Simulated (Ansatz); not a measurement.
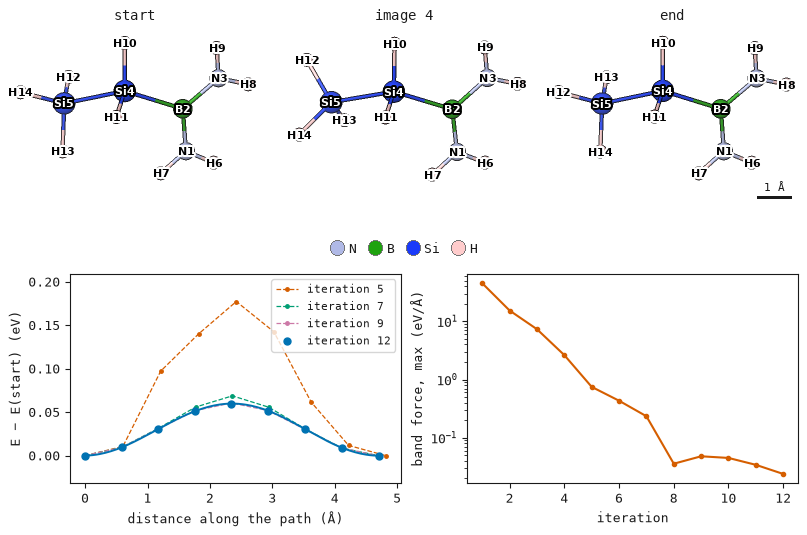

A nudged-elastic-band calculation for BSi2N2H9. Images are numbered from 0 (start) to 8 (end). The plot follows the band through its iterations. Style: ball-and-stick. Shown at a tilt.

Computed with RKS PBE0/6-31G* in Ansatz 0.2.0. Settings: 7 movable images; climbing image; force threshold 0.03 eV/Å; iteration limit 60; starting path by straight interpolation.

How did the profile develop, and is the result final?

The run is converged, with reservations. The band converged in 12 iterations. The largest component of the band force went from 45 to 0.024 eV/Å. The climbing image converged on the top of the path. Its curvatures weren't checked. The straight starting path can push atoms close together and costs iterations. The first iteration put the highest image at 20.400 eV. The two ends have the same energy, and the highest point, image 4, lies 0.060 eV above the start.
